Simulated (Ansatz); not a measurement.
Base system: MgS in the rock salt structure (space group Fm-3m, No. 225; a = 5.182 Å). Axes: x, y, z lie along the cube axes.

Perturbation: biaxial strain +2.00 %, plane normal [001], relaxed out of plane (Cartesian); in-plane vectors clamped, the third vector and the atoms free.

Calculations: plane-wave PAW DFT at the PBEsol level (Ansatz, a program for electronic structure, 420 eV), spin-orbit coupling left out.

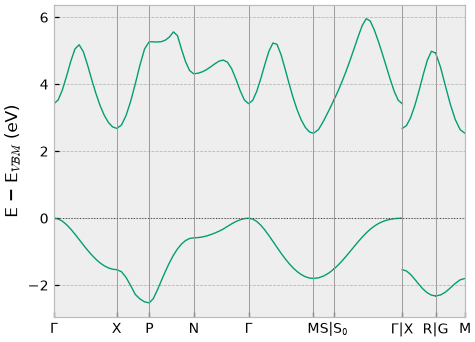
*Highest valence and lowest conduction band along the path of the changed cell's own zone*

Q: Read the changed gap and its character from the plot.

A: About 2.5 eV, indirect, Γ → M.

Whether these cells are dynamically stable was not tested. Labels are those of the standard path for the cell's own space group.
